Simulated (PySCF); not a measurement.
**Geometry relaxation of CH2FGeN (part 1 of 2)**

- system: CH2FGeN
- method: B97-3/3-21G, RKS (PySCF 2.14.0)

The geometry: force field. Figures and captions count atoms from 1; the log counts them from 0 in places.

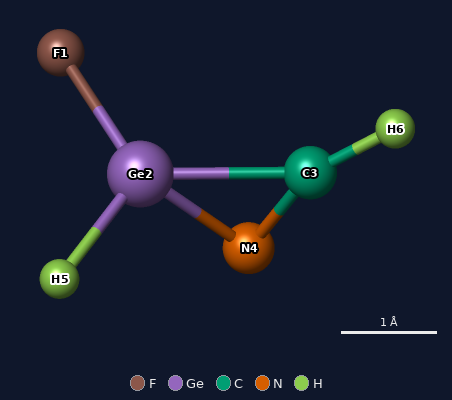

The structure as given in the input (ball-and-stick view, seen at a tilt; atoms are numbered from 1 in the order of the input). Sticks mark near contacts.

**Summary**

| quantity | value |
| --- | --- |
| outcome | converged |
| total energy | −2259.517252 hartree |
| basis functions | 53 |
| HOMO | −6.40 eV |
| LUMO | −0.47 eV |
| dipole moment | 2.64 D |
| hardware | 1 thread of Intel Xeon @ 2.50GHz (Skylake/Cascade Lake), 189 GiB of memory available, shared host |
| wall time | 2.3 min |
| peak memory | 0.56 GiB |

**The input (input.py)**
```python
from pyscf import gto, dft
from pyscf.geomopt.geometric_solver import kernel as optimise

mol = gto.Mole()
mol.atom = '''
F      1.718300    -1.241400     0.393200
Ge     0.539200    -0.107400    -0.407500
C     -0.785700     0.498400     0.633100
N     -1.027600    -0.628700    -0.088000
H      0.645100     0.152200    -1.948500
H     -1.047200     1.262700     1.371400
'''
mol.max_memory = 1860
mol.verbose = 3
mol.basis = '3-21g'
mol.charge = 0
mol.build()

calc0 = dft.RKS(mol)
calc0.xc = 'b97-3'
calc0 = calc0.density_fit(auxbasis='def2-universal-jkfit')
converged, mol_eq = optimise(calc0, maxsteps=100)
print('converged:', converged)
print(mol_eq.tostring())

calc0.reset(mol_eq)
mol = mol_eq
calc0.kernel()
e_final = calc0.e_tot
print('E(%s) = %.9f' % ('B97-3', e_final))
```

Launch command:
```bash
OMP_NUM_THREADS=1 python input.py
```

**Log**
```
#|     Arguments passed to driver run_optimizer():      |#
customengine              <pyscf.geomopt.geometric_solver.PySCFEngine object>
maxiter                   100
----------------------------------------------------------
Custom engine selected.
Bonds will be generated from interatomic distances less than 1.20 times sum of covalent radii
18 internal coordinates being used (instead of 18 Cartesians)
Internal coordinate system (atoms numbered from 1):
Distance 1-2
Distance 2-3
Distance 2-4
Distance 2-5
Distance 3-4
Distance 3-6
Angle 1-2-4
Angle 1-2-5
Angle 3-2-4
Angle 3-2-5
Angle 4-2-5
Angle 2-3-6
Angle 4-3-6
Angle 2-4-3
Out-of-Plane 2-1-3-5
Out-of-Plane 3-2-4-6
Dihedral 1-2-3-4
Dihedral 1-2-3-6
Dihedral 4-2-3-6
Dihedral 5-2-3-4
Dihedral 5-2-3-6
Dihedral 1-2-4-3
Dihedral 5-2-4-3
Dihedral 6-3-4-2
Translation-X 1-6
Translation-Y 1-6
Translation-Z 1-6
Rotation-A 1-6
Rotation-B 1-6
Rotation-C 1-6
<class 'geometric.internal.Distance'> : 6
<class 'geometric.internal.Angle'> : 8
<class 'geometric.internal.OutOfPlane'> : 2
<class 'geometric.internal.Dihedral'> : 8
<class 'geometric.internal.TranslationX'> : 1
<class 'geometric.internal.TranslationY'> : 1
<class 'geometric.internal.TranslationZ'> : 1
<class 'geometric.internal.RotationA'> : 1
<class 'geometric.internal.RotationB'> : 1
<class 'geometric.internal.RotationC'> : 1
> ===== Optimization Info: ====
> Job type: Energy minimization
> Maximum number of optimization cycles: 100
> Initial / maximum trust radius (Angstrom): 0.100 / 0.300
> Convergence Criteria:
> Will converge when all 5 criteria are reached:
>  |Delta-E| < 1.00e-06
>  RMS-Grad  < 3.00e-04
>  Max-Grad  < 4.50e-04
>  RMS-Disp  < 1.20e-03
>  Max-Disp  < 1.80e-03
> === End Optimization Info ===

Geometry optimization cycle 1
Cartesian coordinates (Angstrom)
 Atom        New coordinates             dX        dY        dZ
   F   1.718300  -1.241400   0.393200    0.000000  0.000000 -0.000000
  Ge   0.539200  -0.107400  -0.407500    0.000000  0.000000  0.000000
   C  -0.785700   0.498400   0.633100    0.000000  0.000000  0.000000
   N  -1.027600  -0.628700  -0.088000    0.000000  0.000000  0.000000
   H   0.645100   0.152200  -1.948500    0.000000  0.000000  0.000000
   H  -1.047200   1.262700   1.371400    0.000000  0.000000  0.000000

WARN: Mole.unit (angstrom) is changed to Bohr

converged SCF energy = -2259.45304951097
--------------- DFRKS_Scanner gradients ---------------
         x                y                z
0 F     0.0272946671    -0.0337940251     0.0304270662
1 Ge    -0.2089079781     0.0014023449     0.0521267799
2 C     0.0061088096     0.0033289144    -0.0012125233
3 N     0.1650251665     0.0058047740    -0.0744202894
4 H    -0.0131189379     0.0031494904    -0.0129066487
5 H     0.0232268691     0.0200565742     0.0064370053
----------------------------------------------
cycle 1: E = -2259.45304951  dE = -2259.45  norm(grad) = 0.288724
Step    0 : Gradient = 1.179e-01/2.153e-01 (rms/max) Energy = -2259.4530495110
Hessian Eigenvalues: 2.34271e-02 3.31835e-02 4.56363e-02 ... 3.43129e-01 3.56474e-01 4.81245e-01

Geometry optimization cycle 2
Cartesian coordinates (Angstrom)
 Atom        New coordinates             dX        dY        dZ
   F   1.751753  -1.220968   0.293734    0.033453  0.020432 -0.099466
  Ge   0.591073  -0.125309  -0.423524    0.051873 -0.017909 -0.016024
   C  -0.792533   0.510310   0.642164   -0.006833  0.011910  0.009064
   N  -1.145596  -0.591525   0.004506   -0.117996  0.037175  0.092506
   H   0.745196   0.116650  -1.939722    0.100096 -0.035550  0.008778
   H  -1.101606   1.247507   1.369022   -0.054406 -0.015193 -0.002378
converged SCF energy = -2259.50640071347
--------------- DFRKS_Scanner gradients ---------------
         x                y                z
0 F     0.0128735545    -0.0137494224     0.0133145031
1 Ge    -0.0578049527     0.0062117675     0.0158793104
2 C    -0.0107534077     0.0079486125     0.0083678455
3 N     0.0445659039    -0.0115848037    -0.0306169292
4 H    -0.0054647377     0.0028287587    -0.0075477901
5 H     0.0164507608     0.0083248535     0.0007733610
----------------------------------------------
cycle 2: E = -2259.50640071  dE = -0.0533512  norm(grad) = 0.0889164
Step    1 : Displace = 9.431e-02/1.560e-01 (rms/max) Trust = 1.000e-01 (=) Grad = 3.630e-02/6.027e-02 (rms/max) E (change) = -2259.5064007135 (-5.335e-02) Quality = 0.975
Hessian Eigenvalues: 2.34237e-02 3.32424e-02 4.56562e-02 ... 3.42537e-01 3.63792e-01 4.79490e-01

Geometry optimization cycle 3
Cartesian coordinates (Angstrom)
 Atom        New coordinates             dX        dY        dZ
   F   1.759965  -1.224438   0.196293    0.008212 -0.003469 -0.097442
  Ge   0.626760  -0.127328  -0.424716    0.035688 -0.002019 -0.001191
   C  -0.769537   0.531334   0.650952    0.022996  0.021023  0.008788
   N  -1.175216  -0.544448   0.073262   -0.029619  0.047077  0.068756
   H   0.799839   0.072474  -1.914417    0.054643 -0.044176  0.025305
   H  -1.189304   1.229818   1.358842   -0.087698 -0.017688 -0.010180
converged SCF energy = -2259.51612657967
--------------- DFRKS_Scanner gradients ---------------
         x                y                z
0 F    -0.0077638422     0.0080106727    -0.0054564116
1 Ge    -0.0048578244    -0.0096141563     0.0101129007
2 C    -0.0079270568    -0.0075269419    -0.0040435051
3 N     0.0180812341     0.0091052258    -0.0026619744
4 H    -0.0013625089    -0.0008826505     0.0022895098
5 H     0.0043518319     0.0009058299    -0.0004162102
----------------------------------------------
cycle 3: E = -2259.51612658  dE = -0.00972587  norm(grad) = 0.0308723
Step    2 : Displace = 7.461e-02/9.664e-02 (rms/max) Trust = 1.414e-01 (+) Grad = 1.260e-02/2.042e-02 (rms/max) E (change) = -2259.5161265797 (-9.726e-03) Quality = 1.092
Hessian Eigenvalues: 2.32944e-02 3.33002e-02 4.60594e-02 ... 3.14759e-01 3.47020e-01 5.05033e-01

Geometry optimization cycle 4
Cartesian coordinates (Angstrom)
 Atom        New coordinates             dX        dY        dZ
   F   1.767894  -1.233965   0.205566    0.007929 -0.009528  0.009273
  Ge   0.622968  -0.125969  -0.437574   -0.003792  0.001358 -0.012859
   C  -0.764859   0.538152   0.658923    0.004678  0.006818  0.007971
   N  -1.201075  -0.534670   0.091889   -0.025860  0.009779  0.018627
   H   0.805119   0.071987  -1.933515    0.005281 -0.000488 -0.019098
   H  -1.213475   1.222010   1.367087   -0.024172 -0.007808  0.008245
converged SCF energy = -2259.51710112208
--------------- DFRKS_Scanner gradients ---------------
         x                y                z
0 F     0.0031814964    -0.0026094493     0.0013432422
1 Ge    -0.0044417362     0.0014922777     0.0000614745
2 C    -0.0022885422    -0.0040350838    -0.0021084991
3 N     0.0048654845     0.0060622885     0.0009601833
4 H    -0.0006539051    -0.0003735358    -0.0003894350
5 H    -0.0002085944    -0.0005951852    -0.0000378122
----------------------------------------------
cycle 4: E = -2259.51710112  dE = -0.000974542  norm(grad) = 0.0113633
Step    3 : Displace = 2.053e-02/2.732e-02 (rms/max) Trust = 2.000e-01 (+) Grad = 4.639e-03/7.832e-03 (rms/max) E (change) = -2259.5171011221 (-9.745e-04) Quality = 0.997
Hessian Eigenvalues: 2.32802e-02 3.34601e-02 4.51263e-02 ... 3.43492e-01 3.57716e-01 4.70931e-01

Geometry optimization cycle 5
Cartesian coordinates (Angstrom)
 Atom        New coordinates             dX        dY        dZ
   F   1.755118  -1.228026   0.207758   -0.012776  0.005939  0.002192
  Ge   0.615218  -0.126962  -0.439827   -0.007750 -0.000992 -0.002253
   C  -0.768124   0.538187   0.660772   -0.003265  0.000035  0.001848
   N  -1.211638  -0.542263   0.099998   -0.010563 -0.007593  0.008108
   H   0.806238   0.076648  -1.934026    0.001118  0.004661 -0.000511
   H  -1.213917   1.223701   1.370358   -0.000442  0.001691  0.003271
converged SCF energy = -2259.51721599179
--------------- DFRKS_Scanner gradients ---------------
         x                y                z
0 F     0.0001035277    -0.0001317569     0.0001084462
1 Ge     0.0006233129    -0.0000175164     0.0004364275
2 C     0.0000503118     0.0000803749    -0.0001206478
3 N     0.0004725362     0.0004722107    -0.0004647292
4 H    -0.0004596118    -0.0003160718    -0.0004511992
5 H    -0.0003685419    -0.0001908633     0.0003606712
----------------------------------------------
cycle 5: E = -2259.51721599  dE = -0.00011487  norm(grad) = 0.0014567
Step    4 : Displace = 7.445e-03/1.100e-02 (rms/max) Trust = 2.828e-01 (+) Grad = 5.947e-04/8.138e-04 (rms/max) E (change) = -2259.5172159918 (-1.149e-04) Quality = 1.104
Hessian Eigenvalues: 2.31962e-02 2.95162e-02 4.08766e-02 ... 3.45682e-01 3.61909e-01 5.07235e-01

Geometry optimization cycle 6
Cartesian coordinates (Angstrom)
 Atom        New coordinates             dX        dY        dZ
   F   1.747753  -1.225670   0.207210   -0.007365  0.002356 -0.000548
  Ge   0.604848  -0.128315  -0.439671   -0.010370 -0.001353  0.000157
   C  -0.775259   0.538706   0.661451   -0.007135  0.000520  0.000679
   N  -1.221230  -0.546480   0.108745   -0.009592 -0.004217  0.008747
   H   0.803657   0.084016  -1.930371   -0.002580  0.007368  0.003655
   H  -1.215970   1.227729   1.370205   -0.002053  0.004028 -0.000153
converged SCF energy = -2259.51723524938
--------------- DFRKS_Scanner gradients ---------------
         x                y                z
0 F    -0.0002229376     0.0000887139    -0.0001107461
1 Ge     0.0013681564     0.0001688699     0.0001559926
2 C     0.0000254130     0.0005640931    -0.0001649659
3 N    -0.0005995709    -0.0005653629    -0.0002037289
4 H    -0.0002650968    -0.0001950136    -0.0000123063
5 H     0.0000815223    -0.0001581954     0.0002070203
----------------------------------------------
cycle 6: E = -2259.51723525  dE = -1.92576e-05  norm(grad) = 0.00180117
Step    5 : Displace = 5.822e-03/8.875e-03 (rms/max) Trust = 3.000e-01 (+) Grad = 7.353e-04/1.387e-03 (rms/max) E (change) = -2259.5172352494 (-1.926e-05) Quality = 0.954
Hessian Eigenvalues: 1.58822e-02 2.46751e-02 3.86650e-02 ... 3.49124e-01 3.67958e-01 5.26822e-01

Geometry optimization cycle 7
Cartesian coordinates (Angstrom)
 Atom        New coordinates             dX        dY        dZ
   F   1.738231  -1.222393   0.208485   -0.009522  0.003277  0.001275
  Ge   0.591286  -0.129772  -0.439196   -0.013562 -0.001457  0.000474
   C  -0.784199   0.539680   0.664568   -0.008941  0.000973  0.003118
   N  -1.232884  -0.547551   0.117173   -0.011654 -0.001071  0.008428
   H   0.797690   0.091144  -1.927627   -0.005967  0.007129  0.002744
   H  -1.221157   1.231773   1.372373   -0.005187  0.004044  0.002168
converged SCF energy = -2259.51724092321
--------------- DFRKS_Scanner gradients ---------------
         x                y                z
0 F    -0.0002377797     0.0001189208    -0.0000781254
1 Ge     0.0014259250     0.0002837069    -0.0000140715
2 C    -0.0003190948     0.0000411578    -0.0003349513
3 N    -0.0008397510    -0.0004473935     0.0002360102
4 H    -0.0000506741    -0.0000416456    -0.0000109414
5 H     0.0003915162    -0.0000417161     0.0000721611
----------------------------------------------
cycle 7: E = -2259.51724092  dE = -5.67384e-06  norm(grad) = 0.0018794
Step    6 : Displace = 4.757e-03/6.473e-03 (rms/max) Trust = 3.000e-01 (=) Grad = 7.673e-04/1.454e-03 (rms/max) E (change) = -2259.5172409232 (-5.674e-06) Quality = 0.535
Hessian Eigenvalues: 7.32608e-03 2.51325e-02 3.72356e-02 ... 3.55123e-01 3.75280e-01 5.19798e-01

Geometry optimization cycle 8
Cartesian coordinates (Angstrom)
 Atom        New coordinates             dX        dY        dZ
   F   1.722527  -1.218356   0.209703   -0.015704  0.004037  0.001218
  Ge   0.569217  -0.131279  -0.436819   -0.022068 -0.001507  0.002377
   C  -0.799019   0.542939   0.671531   -0.014820  0.003260  0.006962
   N  -1.251219  -0.546219   0.129013   -0.018334  0.001332  0.011840
   H   0.784395   0.100204  -1.922079   -0.013295  0.009060  0.005548
   H  -1.234001   1.238231   1.377338   -0.012844  0.006457  0.004965
converged SCF energy = -2259.51724384856
--------------- DFRKS_Scanner gradients ---------------
         x                y                z
0 F    -0.0000532553    -0.0000050174    -0.0000458672
1 Ge     0.0010847610     0.0004935698    -0.0003296589
2 C    -0.0006224186    -0.0005054860    -0.0003258938
3 N    -0.0007983056    -0.0002259439     0.0005343988
4 H     0.0001821599     0.0000295485     0.0000996493
5 H     0.0005676296     0.0001455751    -0.0000788945
----------------------------------------------
cycle 8: E = -2259.51724385  dE = -2.92534e-06  norm(grad) = 0.00191066
Step    7 : Displace = 5.331e-03/7.772e-03 (rms/max) Trust = 3.000e-01 (=) Grad = 7.800e-04/1.237e-03 (rms/max) E (change) = -2259.5172438486 (-2.925e-06) Quality = 0.250
Hessian Eigenvalues: 3.17916e-03 2.51403e-02 3.67138e-02 ... 3.52398e-01 3.63449e-01 5.41603e-01

Geometry optimization cycle 9
Cartesian coordinates (Angstrom)
 Atom        New coordinates             dX        dY        dZ
   F   1.687085  -1.210394   0.214242   -0.035442  0.007962  0.004539
  Ge   0.522510  -0.133694  -0.430114   -0.046707 -0.002415  0.006705
   C  -0.830100   0.551312   0.688376   -0.031080  0.008373  0.016846
   N  -1.289864  -0.539896   0.151851   -0.038646  0.006323  0.022839
   H   0.751343   0.116225  -1.910244   -0.033052  0.016021  0.011835
   H  -1.264964   1.250260   1.390608   -0.030963  0.012029  0.013271
converged SCF energy = -2259.51724128589
--------------- DFRKS_Scanner gradients ---------------
         x                y                z
0 F     0.0001321005    -0.0000876370    -0.0000121864
1 Ge     0.0002469092     0.0006112069    -0.0006238783
2 C    -0.0007020873    -0.0012002237    -0.0000053276
3 N    -0.0004120155     0.0001653844     0.0007003444
4 H     0.0005060103     0.0000944069     0.0001205344
5 H     0.0005901630     0.0003863286    -0.0003633408
----------------------------------------------
cycle 9: E = -2259.51724129  dE = 2.56266e-06  norm(grad) = 0.00209265
Step    8 : Displace = 8.610e-03/1.439e-02 (rms/max) Trust = 3.000e-01 (=) Grad = 8.543e-04/1.391e-03 (rms/max) E (change) = -2259.5172412859 (+2.563e-06) Quality = -0.121
Hessian Eigenvalues: 1.93312e-03 2.52773e-02 3.58039e-02 ... 3.48460e-01 3.63711e-01 5.48860e-01

Geometry optimization cycle 10
Cartesian coordinates (Angstrom)
 Atom        New coordinates             dX        dY        dZ
   F   1.662314  -1.206822   0.218615   -0.024770  0.003572  0.004373
  Ge   0.492094  -0.134703  -0.423421   -0.030416 -0.001009  0.006693
   C  -0.850900   0.558376   0.700908   -0.020800  0.007063  0.012532
   N  -1.315210  -0.533105   0.165449   -0.025345  0.006791  0.013598
   H   0.724851   0.123728  -1.901467   -0.026492  0.007503  0.008777
   H  -1.288744   1.257033   1.401747   -0.023780  0.006773  0.011138
converged SCF energy = -2259.51724344112
--------------- DFRKS_Scanner gradients ---------------
         x                y                z
0 F     0.0002454808    -0.0001471372    -0.0000066366
1 Ge    -0.0004424977     0.0005164129    -0.0005810550
2 C    -0.0003622409    -0.0011321814     0.0002960397
3 N     0.0000716882     0.0002859530     0.0004328811
4 H     0.0005334949     0.0000603689     0.0000949266
5 H     0.0003281896     0.0004048625    -0.0004461404
----------------------------------------------
cycle 10: E = -2259.51724344  dE = -2.15523e-06  norm(grad) = 0.00185067
Step    9 : Displace = 3.897e-03/7.171e-03 (rms/max) Trust = 4.305e-03 (-) Grad = 7.555e-04/1.225e-03 (rms/max) E (change) = -2259.5172434411 (-2.155e-06) Quality = 0.117
Hessian Eigenvalues: 1.51509e-03 2.36481e-02 3.05081e-02 ... 3.47304e-01 3.65233e-01 5.24821e-01

Geometry optimization cycle 11
Cartesian coordinates (Angstrom)
 Atom        New coordinates             dX        dY        dZ
   F   1.658659  -1.208010   0.220280   -0.003655 -0.001188  0.001665
  Ge   0.489235  -0.134934  -0.421001   -0.002860 -0.000231  0.002419
   C  -0.853163   0.560292   0.703249   -0.002263  0.001916  0.002341
   N  -1.317736  -0.530858   0.166273   -0.002526  0.002247  0.000824
   H   0.718446   0.122930  -1.899853   -0.006405 -0.000798  0.001614
   H  -1.293841   1.257147   1.404322   -0.005097  0.000114  0.002575
converged SCF energy = -2259.51725125683
--------------- DFRKS_Scanner gradients ---------------
         x                y                z
0 F     0.0001574123    -0.0001030092    -0.0000340467
1 Ge    -0.0003777556     0.0002800389    -0.0003718179
2 C    -0.0000191141    -0.0006488920     0.0004158936
3 N     0.0001849627     0.0000917559     0.0001287529
4 H     0.0003629353     0.0000460334     0.0000133428
5 H     0.0000804011     0.0003192601    -0.0003666189
----------------------------------------------
cycle 11: E = -2259.51725126  dE = -7.81571e-06  norm(grad) = 0.00119429
Step   10 : Displace = 1.934e-03/2.499e-03 (rms/max) Trust = 1.948e-03 (-) Grad = 4.876e-04/7.710e-04 (rms/max) E (change) = -2259.5172512568 (-7.816e-06) Quality = 0.787
Hessian Eigenvalues: 1.48261e-03 2.00286e-02 3.15756e-02 ... 3.48620e-01 3.64628e-01 5.06470e-01

Geometry optimization cycle 12
Cartesian coordinates (Angstrom)
 Atom        New coordinates             dX        dY        dZ
   F   1.635981  -1.207374   0.227561   -0.022678  0.000635  0.007280
  Ge   0.464970  -0.135981  -0.412742   -0.024265 -0.001047  0.008259
   C  -0.870765   0.566884   0.714486   -0.017602  0.006592  0.011237
   N  -1.339335  -0.523720   0.176926   -0.021599  0.007138  0.010653
   H   0.691697   0.125555  -1.891291   -0.026749  0.002625  0.008562
   H  -1.314623   1.260954   1.416471   -0.020782  0.003807  0.012149
converged SCF energy = -2259.51724978958
--------------- DFRKS_Scanner gradients ---------------
         x                y                z
0 F     0.0000503505    -0.0000029393    -0.0000341104
1 Ge    -0.0005896246    -0.0000918921    -0.0001011271
2 C     0.0005839406    -0.0000283308     0.0005570149
3 N     0.0004930595    -0.0000476357    -0.0003095991
4 H     0.0001398323     0.0000351188    -0.0000358795
5 H    -0.0002725628     0.0001246438    -0.0003045202
```
